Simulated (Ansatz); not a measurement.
**A computed series for Si: response to strain**

Take Si in the diamond structure (space group Fd-3m, No. 227; a = 5.402 Å) as the base. Axes: x, y, z lie along the cube axes.

Strains are applied to the cell and any free atomic positions relax.

All numbers come from LDA (Ansatz, an electronic-structure program, PAW, without spin-orbit coupling).

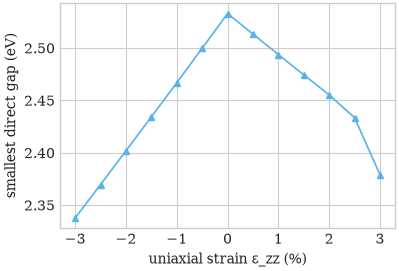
Smallest direct gap against uniaxial strain ε_zz

| uniaxial strain ε_zz (%) | smallest direct gap |
|---|---|
| -3 | 2.34 eV |
| -2.5 | 2.37 eV |
| -2 | 2.40 eV |
| -1.5 | 2.43 eV |
| -1 | 2.47 eV |
| -0.5 | 2.50 eV |
| 0.5 | 2.51 eV |
| 1 | 2.49 eV |
| 1.5 | 2.47 eV |
| 2 | 2.46 eV |
| 2.5 | 2.43 eV |
| 3 | 2.38 eV |

Stability against distortions was not tested.
